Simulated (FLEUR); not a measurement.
# Magnetic state of Mn3GaC from several starts, part 3 of 3

Aim: find out whether Mn3GaC carries moments, and which collinear order costs least.

FLEUR MaX-R8.1; LDA (VWN); all-electron FLAPW, Dirac cores, scalar-relativistic bands.

So far, largest spin moment in the muffin-tin sphere (μB): step 2 (run 1 (ferro +++)) 1.51; step 3 (ferrimagnetic, start moments [3.5, 3.5, -3.5, 0.0, 0.0] μB) 2.17.

### Step 5. An attempt with other settings

A slip in the input shows what the program catches and what it lets pass.

Contents of inp.xml:

```
<?xml version="1.0" encoding="UTF-8" standalone="no"?>
<fleurInput fleurInputVersion="0.39">
   <comment>
      Mn3GaC
   </comment>
   <calculationSetup>
      <cutoffs Kmax="4.4" Gmax="13.2" GmaxXC="13.2" numbands="0"/>
      <scfLoop itmax="60" minDistance="0.00002" maxIterBroyd="15" imix="Anderson" alpha="0.05" precondParam="0.0" spinf="2.0" sdNocoIR="T"/>
      <coreElectrons ctail="T" frcor="F" kcrel="0" coretail_lmax="0"/>
      <xcFunctional name="vwn" relativisticCorrections="F"/>
      <magnetism jspins="2"/>
      <soc l_soc="F" theta="0.0" phi="0.0" spav="F"/>
      <expertModes spex="0" secvar="F"/>
      <geometryOptimization l_f="F" forcealpha="1.0" forcemix="BFGS" epsdisp="0.00001" epsforce="0.00001"/>
      <ldaU l_linMix="F" mixParam="0.05" spinf="1.0"/>
   </calculationSetup>
   <cell>
      <bzIntegration valenceElectrons="62.0" mode="hist" fermiSmearingEnergy="0.00110248">
         <kPointListSelection listName="default-1"/>
         <xi:include xmlns:xi="http://www.w3.org/2001/XInclude" href="kpts.xml"> </xi:include>
      </bzIntegration>
      <xi:include xmlns:xi="http://www.w3.org/2001/XInclude" href="sym.xml"> </xi:include>
      <bulkLattice scale="1.0">
         <bravaisMatrix>
            <row-1>    7.3623729814415997     0.0000000000000000     0.0000000000000000</row-1>
            <row-2>    0.0000000000000000     7.3623729814415997     0.0000000000000000</row-2>
            <row-3>    0.0000000000000000     0.0000000000000000     7.3623729814415997</row-3>
         </bravaisMatrix>
      </bulkLattice>
   </cell>
   <atomSpecies>
      <species name="Manganese 3.502" element="Mn" atomicNumber="25">
         <mtSphere radius="1.00" gridPoints="757" logIncrement="0.016"/>
         <atomicCutoffs lmax="8" lnonsphr="6"/>
         <electronConfig flipSpins="F">
            <coreConfig>(1s1/2) (2s1/2) (2p1/2) (2p3/2)</coreConfig>
            <valenceConfig>(3s1/2) (3p1/2) (3p3/2) (4s1/2) (3d3/2) (3d5/2)</valenceConfig>
            <stateOccupation state="(3d3/2)" spinUp="1.251" spinDown="0.749"/>
            <stateOccupation state="(3d5/2)" spinUp="3.0" spinDown="0.0"/>
         </electronConfig>
         <energyParameters s="4" p="4" d="3" f="4"/>
         <lo type="SCLO" l="0" n="3" eDeriv="0"/>
         <lo type="SCLO" l="1" n="3" eDeriv="0"/>
      </species>
      <species name="Gallium (Ga)" element="Ga" atomicNumber="31">
         <mtSphere radius="1.00" gridPoints="919" logIncrement="0.014"/>
         <atomicCutoffs lmax="10" lnonsphr="8"/>
         <electronConfig flipSpins="F">
            <coreConfig>(1s1/2) (2s1/2) (2p1/2) (2p3/2) (3s1/2) (3p1/2) (3p3/2)</coreConfig>
            <valenceConfig>(4s1/2) (3d3/2) (3d5/2) (4p1/2) (4p3/2)</valenceConfig>
            <stateOccupation state="(4p1/2)" spinUp="0.166667" spinDown="0.166667"/>
            <stateOccupation state="(4p3/2)" spinUp="0.333333" spinDown="0.333333"/>
         </electronConfig>
         <energyParameters s="4" p="4" d="3" f="4"/>
      </species>
      <species name="Carbon (C)" element="C" atomicNumber="6">
         <mtSphere radius="1.00" gridPoints="431" logIncrement="0.024"/>
         <atomicCutoffs lmax="6" lnonsphr="4"/>
         <electronConfig flipSpins="F">
            <coreConfig>(1s1/2)</coreConfig>
            <valenceConfig>(2s1/2) (2p1/2) (2p3/2)</valenceConfig>
            <stateOccupation state="(2p1/2)" spinUp="0.333333" spinDown="0.333333"/>
            <stateOccupation state="(2p3/2)" spinUp="0.666667" spinDown="0.666667"/>
         </electronConfig>
         <energyParameters s="2" p="2" d="3" f="4"/>
      </species>
   </atomSpecies>
   <atomGroups>
      <atomGroup species="Manganese 3.502">
         <relPos label="                   1">.0000000000 1.000/2.000 1.000/2.000</relPos>
         <relPos label="                   2">1.000/2.000 .0000000000 1.000/2.000</relPos>
         <relPos label="                   3">1.000/2.000 1.000/2.000 .0000000000</relPos>
         <force calculate="T" relaxXYZ="TTT"/>
      </atomGroup>
      <atomGroup species="Gallium (Ga)">
         <relPos label="                   4">.0000000000 .0000000000 .0000000000</relPos>
         <force calculate="T" relaxXYZ="TTT"/>
      </atomGroup>
      <atomGroup species="Carbon (C)">
         <relPos label="                   5">1.000/2.000 1.000/2.000 1.000/2.000</relPos>
         <force calculate="T" relaxXYZ="TTT"/>
      </atomGroup>
   </atomGroups>
   <output dos="F" band="F" slice="F">
      <bandDOS minEnergy="-.5*Htr" maxEnergy="0.5*Htr" sigma="0.015" storeEVData="T"/>
      <plotting iplot="0" polar="F">
         <plot TwoD="T" vec1="  1.0  0.0  0.0" vec2="  0.0  1.0  0.0" vec3="  0.0  0.0  1.0" zero="  0.0  0.0  0.0" file="plot"/>
      </plotting>
      <moessbauerParams electricFieldGradient="F" isomerShift="F" coreHyperfine="F" valenceHyperfine="F"/>
   </output>
</fleurInput>
```

Contents of crystal.txt:

```
Mn3GaC
&input film=F cartesian=F /
3.89600000000  0.00000000000  0.00000000000
0.00000000000  3.89600000000  0.00000000000
0.00000000000  0.00000000000  3.89600000000
1.8897261246
1.0 1.0 1.0

5
25 0.00000000000  0.50000000000  0.50000000000 : 3.502
25 0.50000000000  0.00000000000  0.50000000000 : 3.502
25 0.50000000000  0.50000000000  0.00000000000 : 3.502
31 0.00000000000  0.00000000000  0.00000000000
6 0.50000000000  0.50000000000  0.50000000000

&kpt div1=8 div2=8 div3=8 gamma=T /
```

Started as:

```
$ OMP_NUM_THREADS=1 inpgen -f crystal.txt > inpgen.log  # inp.xml is then edited as shown
$ OMP_NUM_THREADS=1 mpirun -n 4 fleur_MPI > fleur.log
```

The program printed:

```text
[banner, memory and clock lines left out]
Welcome to FLEUR        (www.flapw.de)
      MaX-Release 8.1          (www.max-centre.eu)

 ========== k-point set info ==========
 Selected k-point list: default-1
 k-point list type: mesh
 0 x 0 x 0
 Number of k points: 36

 ------------Calculation Setup---------------------------
 Number of PE/node        :            4
 Number of OMP-threads    :            1
 k-points in parallel     :            4
 pe's per k-point         :            1
 No of k-point loops      :            9
 Eigenvalue solver        :       lapack
 Number of basis functions:          622
 Approximate size of matrices (H+S) per k-point:         0.006 GB
************FLEUR-Warning*****************
Error message: Too low eigenvalue detected
Error occurred in subroutine: fermi
Hint: If the lowest eigenvalue is more than 1Htr below the lowest energy parameter, you probably have picked up a ghoststate
Error from PE:0/4
*****************************************
Warnings not ignored. To make the warning nonfatal create a file 'JUDFT_WARN_ONLY' in the working directory or start FLEUR with the -warn_only command line option.
Memory (rank 0): 0.062 GB (peak 0.071 GB)
```

Run time: 5.1 s. Hardware: 4 MPI ranks of Arm Neoverse V2, shared host; peak memory 0.27 GiB.

The run ended with an error.

The program's message: “Too low eigenvalue detected”

The fault in the input: spheres far too small.

Small spheres leave the sharp parts of the states to plane waves, which this Kmax can't hold, and cores leak out.

### Step 6. Ranking

Free energies are divided by the number of seeded atoms.

Orders:

```
               start                                  final state  typed order kept  energy over the lowest (meV a seeded atom)  largest sphere moment (μB)  net moment (μB a primitive cell)  mesh matched  CPU time (s)
           ferro +++  ferromagnetic, with opposed induced moments               yes                                           0                       1.506                             4.384           yes         530.6
           ferri ++-                                ferrimagnetic               yes                                       35.42                       2.169                            0.6157           yes          1079
no spin polarisation                                 non-magnetic                 -                                       153.9                           0                                 0           yes         144.7
```

### Step 7. Spin–orbit coupling, moments along [001]

Spin–orbit coupling ties the spins to the lattice and lets orbital moments form.

A new self-consistent run of the start ferro +++, with the moments along z.

Contents of inp.xml:

```
<?xml version="1.0" encoding="UTF-8" standalone="no"?>
<fleurInput fleurInputVersion="0.39">
   <comment>
      Mn3GaC
   </comment>
   <calculationSetup>
      <cutoffs Kmax="4.4" Gmax="13.2" GmaxXC="13.2" numbands="162"/>
      <scfLoop itmax="90" minDistance="0.00002" maxIterBroyd="15" imix="Anderson" alpha="0.05" precondParam="0.0" spinf="2.0" sdNocoIR="T"/>
      <coreElectrons ctail="T" frcor="F" kcrel="0" coretail_lmax="0"/>
      <xcFunctional name="vwn" relativisticCorrections="F"/>
      <magnetism jspins="2"/>
      <soc l_soc="T" theta="0.0" phi="0.0" spav="F"/>
      <expertModes spex="0" secvar="F"/>
      <geometryOptimization l_f="F" forcealpha="1.0" forcemix="BFGS" epsdisp="0.00001" epsforce="0.00001"/>
      <ldaU l_linMix="F" mixParam="0.05" spinf="1.0"/>
   </calculationSetup>
   <cell>
      <bzIntegration valenceElectrons="62.0" mode="hist" fermiSmearingEnergy="0.00110248">
         <kPointListSelection listName="default-1"/>
         <xi:include xmlns:xi="http://www.w3.org/2001/XInclude" href="kpts.xml"> </xi:include>
      </bzIntegration>
      <xi:include xmlns:xi="http://www.w3.org/2001/XInclude" href="sym.xml"> </xi:include>
      <bulkLattice scale="1.0">
         <bravaisMatrix>
            <row-1>    7.3623729814415997     0.0000000000000000     0.0000000000000000</row-1>
            <row-2>    0.0000000000000000     7.3623729814415997     0.0000000000000000</row-2>
            <row-3>    0.0000000000000000     0.0000000000000000     7.3623729814415997</row-3>
         </bravaisMatrix>
      </bulkLattice>
   </cell>
   <atomSpecies>
      <species name="Manganese 3.502" element="Mn" atomicNumber="25">
         <mtSphere radius="2.29" gridPoints="757" logIncrement="0.016"/>
         <atomicCutoffs lmax="8" lnonsphr="6"/>
         <electronConfig flipSpins="F">
            <coreConfig>(1s1/2) (2s1/2) (2p1/2) (2p3/2)</coreConfig>
            <valenceConfig>(3s1/2) (3p1/2) (3p3/2) (4s1/2) (3d3/2) (3d5/2)</valenceConfig>
            <stateOccupation state="(3d3/2)" spinUp="1.251" spinDown="0.749"/>
            <stateOccupation state="(3d5/2)" spinUp="3.0" spinDown="0.0"/>
         </electronConfig>
         <energyParameters s="4" p="4" d="3" f="4"/>
         <lo type="SCLO" l="0" n="3" eDeriv="0"/>
         <lo type="SCLO" l="1" n="3" eDeriv="0"/>
      </species>
      <species name="Gallium (Ga)" element="Ga" atomicNumber="31">
         <mtSphere radius="2.78" gridPoints="919" logIncrement="0.014"/>
         <atomicCutoffs lmax="10" lnonsphr="8"/>
         <electronConfig flipSpins="F">
            <coreConfig>(1s1/2) (2s1/2) (2p1/2) (2p3/2) (3s1/2) (3p1/2) (3p3/2)</coreConfig>
            <valenceConfig>(4s1/2) (3d3/2) (3d5/2) (4p1/2) (4p3/2)</valenceConfig>
            <stateOccupation state="(4p1/2)" spinUp="0.166667" spinDown="0.166667"/>
            <stateOccupation state="(4p3/2)" spinUp="0.333333" spinDown="0.333333"/>
         </electronConfig>
         <energyParameters s="4" p="4" d="3" f="4"/>
      </species>
      <species name="Carbon (C)" element="C" atomicNumber="6">
         <mtSphere radius="1.3" gridPoints="431" logIncrement="0.024"/>
         <atomicCutoffs lmax="6" lnonsphr="4"/>
         <electronConfig flipSpins="F">
            <coreConfig>(1s1/2)</coreConfig>
            <valenceConfig>(2s1/2) (2p1/2) (2p3/2)</valenceConfig>
            <stateOccupation state="(2p1/2)" spinUp="0.333333" spinDown="0.333333"/>
            <stateOccupation state="(2p3/2)" spinUp="0.666667" spinDown="0.666667"/>
         </electronConfig>
         <energyParameters s="2" p="2" d="3" f="4"/>
      </species>
   </atomSpecies>
   <atomGroups>
      <atomGroup species="Manganese 3.502">
         <relPos label="                   1">.0000000000 1.000/2.000 1.000/2.000</relPos>
         <relPos label="                   2">1.000/2.000 .0000000000 1.000/2.000</relPos>
         <force calculate="T" relaxXYZ="TTT"/>
      </atomGroup>
      <atomGroup species="Manganese 3.502">
         <relPos label="                   3">1.000/2.000 1.000/2.000 .0000000000</relPos>
         <force calculate="T" relaxXYZ="TTT"/>
      </atomGroup>
      <atomGroup species="Gallium (Ga)">
         <relPos label="                   4">.0000000000 .0000000000 .0000000000</relPos>
         <force calculate="T" relaxXYZ="TTT"/>
      </atomGroup>
      <atomGroup species="Carbon (C)">
         <relPos label="                   5">1.000/2.000 1.000/2.000 1.000/2.000</relPos>
         <force calculate="T" relaxXYZ="TTT"/>
      </atomGroup>
   </atomGroups>
   <output dos="F" band="F" slice="F">
      <bandDOS minEnergy="-.5*Htr" maxEnergy="0.5*Htr" sigma="0.015" storeEVData="T"/>
      <plotting iplot="0" polar="F">
         <plot TwoD="T" vec1="  1.0  0.0  0.0" vec2="  0.0  1.0  0.0" vec3="  0.0  0.0  1.0" zero="  0.0  0.0  0.0" file="plot"/>
      </plotting>
      <moessbauerParams electricFieldGradient="F" isomerShift="F" coreHyperfine="F" valenceHyperfine="F"/>
   </output>
</fleurInput>
```

Contents of crystal.txt:

```
Mn3GaC
&input film=F cartesian=F /
3.89600000000  0.00000000000  0.00000000000
0.00000000000  3.89600000000  0.00000000000
0.00000000000  0.00000000000  3.89600000000
1.8897261246
1.0 1.0 1.0

5
25 0.00000000000  0.50000000000  0.50000000000 : 3.502
25 0.50000000000  0.00000000000  0.50000000000 : 3.502
25 0.50000000000  0.50000000000  0.00000000000 : 3.502
31 0.00000000000  0.00000000000  0.00000000000
6 0.50000000000  0.50000000000  0.50000000000

&soc 0.0000000 0.0000000 /
&kpt div1=8 div2=8 div3=8 gamma=T /
```

The program printed:

```text
[banner, memory and clock lines left out]
Welcome to FLEUR        (www.flapw.de)
      MaX-Release 8.1          (www.max-centre.eu)

 ========== k-point set info ==========
 Selected k-point list: default-1
 k-point list type: mesh
 0 x 0 x 0
 Number of k points: 92

 [... set-up left out ...]
 Iteration:     1   Distance:      22.47914053 me/bohr^3
 Iteration:     2   Distance:      18.80716280 me/bohr^3
 Iteration:     3   Distance:      12.45476185 me/bohr^3
 Iteration:     4   Distance:      11.92642453 me/bohr^3
 Iteration:     5   Distance:      12.52397342 me/bohr^3
 Iteration:     6   Distance:      13.53947561 me/bohr^3
 Iteration:     7   Distance:       7.85344521 me/bohr^3
 Iteration:     8   Distance:       7.89314467 me/bohr^3
 Iteration:     9   Distance:       5.83639760 me/bohr^3
 Iteration:    10   Distance:       5.48217866 me/bohr^3
[... 29 iterations left out ...]
 Iteration:    40   Distance:       0.00016679 me/bohr^3
 Iteration:    41   Distance:       0.00010275 me/bohr^3
 Iteration:    42   Distance:       0.00014971 me/bohr^3
 Iteration:    43   Distance:       0.00012299 me/bohr^3
 Iteration:    44   Distance:       0.00011895 me/bohr^3
 Iteration:    45   Distance:       0.00008910 me/bohr^3
 Iteration:    46   Distance:       0.00007060 me/bohr^3
 Iteration:    47   Distance:       0.00005156 me/bohr^3
 Iteration:    48   Distance:       0.00002554 me/bohr^3
 Iteration:    49   Distance:       0.00001270 me/bohr^3

 ********************************************************************
 Run finished successfully
 Stop message:
   all done
 ********************************************************************

--- out.xml (last complete iteration) ---
<iteration numberForCurrentRun="   49" overallNumber="   49">
         [... left out ...]
         <bandgap value="0.0000000000" units="eV"/>
         <sumValenceSingleParticleEnergies value="-31.8957549907" units="Htr"/>
         <FermiEnergy value="0.4163200268" units="Htr"/>
         [... left out ...]
         <magneticMomentsInMTSpheres units="muBohr">
            <globalMagMoment atomType="1" vec="0.00000   0.00000   1.50599"/>
            <globalMagMoment atomType="2" vec="0.00000   0.00000   1.50216"/>
            <globalMagMoment atomType="3" vec="0.00000   0.00000  -0.09283"/>
            <globalMagMoment atomType="4" vec="0.00000   0.00000  -0.08107"/>
         </magneticMomentsInMTSpheres>
         <orbitalMomentsInMTSpheres units="muBohr">
            <globalMagMoment atomType="1" vec="0.00000   0.00000   0.05045"/>
            <globalMagMoment atomType="2" vec="0.00000   0.00000   0.04248"/>
            <globalMagMoment atomType="3" vec="0.00000   0.00000  -0.00064"/>
            <globalMagMoment atomType="4" vec="0.00000   0.00000   0.00053"/>
         </orbitalMomentsInMTSpheres>
         [... left out ...]
         <totalEnergy value="    -5448.8205469784" units="Htr">
            <sumOfEigenvalues value="    -3131.5159355233">
               <coreElectrons value="-3099.6201805327"/>
               <valenceElectrons value="-31.8957549907"/>
            </sumOfEigenvalues>
         [... left out ...]
            <freeEnergy value="-5448.8211343313"/>
            <extrapolationTo0K value="-5448.8208406549"/>
         </totalEnergy>
         <densityConvergence units="me/bohr^3">
            <chargeDensity spin="1" distance="0.0000072943"/>
            <chargeDensity spin="2" distance="0.0000082263"/>
            <overallChargeDensity distance="0.0000089740"/>
            <spinDensity distance="0.0000126974"/>
         </densityConvergence>
      </iteration>
```

Run time: 16 min. Hardware: 4 MPI ranks; peak memory 0.99 GiB; 64 min of CPU time.

Spin moment in the muffin-tin sphere by atom:

```
atom  spin moment in the muffin-tin sphere (μB)
 Mn1                                       1.51
 Mn2                                       1.51
 Mn3                                       1.50
 Ga4                                      -0.09
  C5                                      -0.08
```

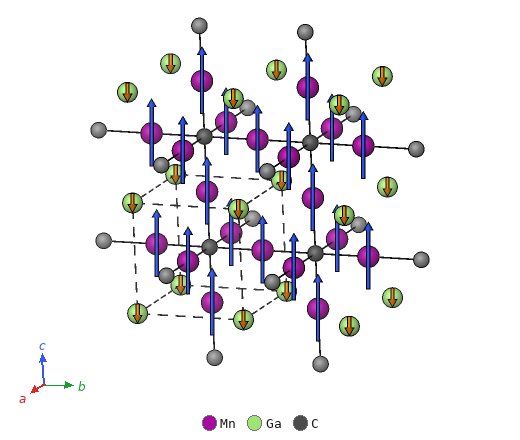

Spin moment in the muffin-tin sphere as arrows, the longest 1.51 μB. Up and down stand for the sign. Arrows give size and sign along the axis of quantisation, drawn up and down the page. Each arrow also spans its atom, so small moments look longer than they are. The two directions have two colours. 1×2×2 cells are drawn. Some periodic images of atoms are drawn too.

Read from the output:

* free energy: -148269.9765 eV
* program's band gap on this mesh (in a metal only a level spacing): 0 eV
* magnetization: 4.380 μB
* final state: ferromagnetic, with opposed induced moments
* orbital moment along the spin: 0.05045 μB

Orbital moment in the sphere, along the spin axis by atom:

```
atom  orbital moment in the sphere, along the spin axis (μB)
 Mn1                                                  0.0505
 Mn2                                                  0.0505
 Mn3                                                  0.0425
 Ga4                                                 -0.0006
  C5                                                  0.0005
```

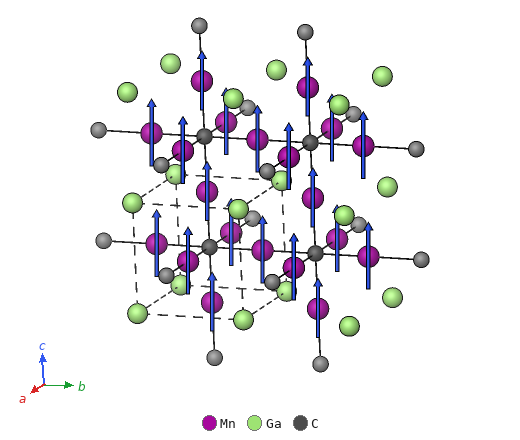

Orbital moment in the sphere, along the spin axis as arrows, the longest 0.0505 μB. Up and down stand for the sign. Arrows give size and sign along the axis of quantisation, drawn up and down the page. 1×2×2 cells are drawn. Some periodic images of atoms are drawn too.

### Step 8. What came out

```
lowest state found                                                          : ferromagnetic (typed ferro +++)
largest site spin moment                                                    : 1.51 μB
next finished state                                                         : ferrimagnetic, 35.4 meV a seeded atom higher
energy gained by spin polarisation                                          : 154 meV a seeded atom
orbital moment on the atom of largest spin, along its spin (spin–orbit run) : 0.0505 μB
```

In words: The lowest state found is ferromagnetic, reached from the start ferro +++, with moments up to 1.51 μB. The next finished state costs 35 meV a seeded atom. The orbital moment is parallel to the spin. This is the lowest of 3 finished starts, no proof of the ground state.

[Logs and program files are shortened in this print: banners, set-up blocks, solver, clock and traceback lines can be left out without a mark of their own.]

[Logs are printed without paths, hosts, clocks, repeated set-up lines and the standing remarks that a program may print on its own settings, such as how far it seeks lower states.]

[Hosts, paths, dates, database ids (printed as entryN), source tags and the programs' standing remarks are cut or masked in the printed files.]

[Where a cell is said to come from a database of computed structures, the database is the Materials Project.]
